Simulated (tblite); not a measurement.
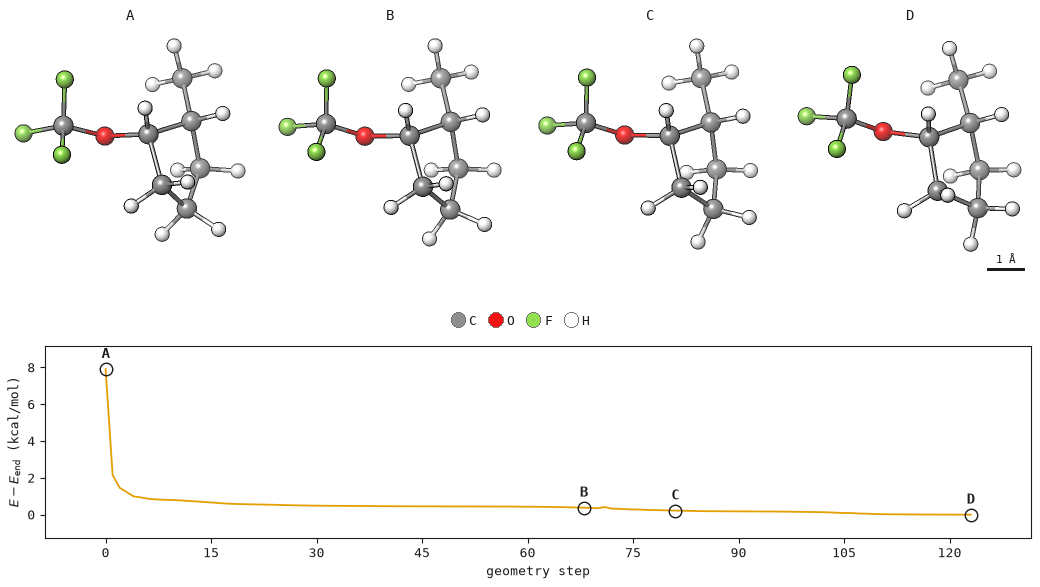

Frames of a relaxation of C₇H₁₁F₃O, marked on the history of the run. Style: ball-and-stick. Shown at a tilt.

Method: GFN2-xTB geometry optimisation, gas phase (tblite 0.8.0). 

Describe the path.

An H atom moves most after the best rigid fit: 0.87 Å. Largest moves by element: H 0.87 Å, F 0.48 Å, C 0.32 Å, O 0.15 Å. Among the contacts that change: C–O 1.417 → 1.306 Å, C–O 1.426 → 1.456 Å, C–H 1.109 → 1.088 Å, C–C 1.518 → 1.537 Å. Among the angles between lasting bonds that change: F–C–F 109.3° → 104.4°, O–C–F 109.4° → 114.1°, C–C–H 113.6° → 109.0°. Groups turn about C–C by about 40°, C–C by about 30°, C–C by about 30°. Over 123 geometry steps the energy falls by 7.91 kcal/mol. From step 0 to 68: F and H atoms move most (0.26 Å), energy −7.53 kcal/mol. From step 68 to 81: an H atom moves most (0.26 Å), energy −0.16 kcal/mol. From step 81 to 123: an H atom moves most (0.43 Å), energy −0.22 kcal/mol.

```
step  E − E(0), kcal/mol
   0                0.00
   1               -5.75
   2               -6.45
   3               -6.69
   4               -6.92
   5               -6.97
   6               -7.05
   7               -7.08
   8               -7.10
   9               -7.11
  10               -7.13
  16               -7.28
  22               -7.36
  28               -7.41
  34               -7.44
  40               -7.45
  46               -7.46
  52               -7.47
  58               -7.48
  64               -7.50
  69               -7.55
  75               -7.63
  81               -7.69
  87               -7.73
  93               -7.74
  99               -7.76
 105               -7.83
 111               -7.89
 117               -7.91
 123               -7.91
```
